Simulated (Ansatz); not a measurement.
## A computed series for TiO2: pressure series

The parent structure is TiO2 in the anatase structure (space group I4_1/amd, No. 141; a = 3.799 Å, c = 9.701 Å).

Cell and atoms are relaxed at each pressure.

Calculations: Kohn–Sham DFT with the PBE functional, run in Ansatz (a first-principles code) with PAW and 420 eV plane waves, no SOC.

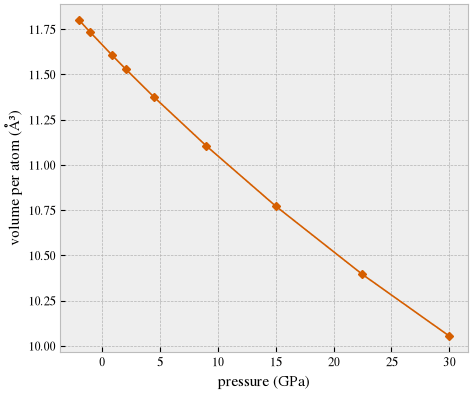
Figure: Volume against pressure

Question: Estimate the zero-pressure bulk modulus from the plot.

Answer: About 170 GPa; a third-order Birch–Murnaghan fit to the points gives V₀ = 11.67 Å³/atom, B₀ = 173 GPa and B₀′ = 2.3.

Load acts through the strain it causes; cell and atoms are relaxed under it. Stability against distortions was not tested. Competing high-pressure phases were not computed. The final runs are not spin-polarised.
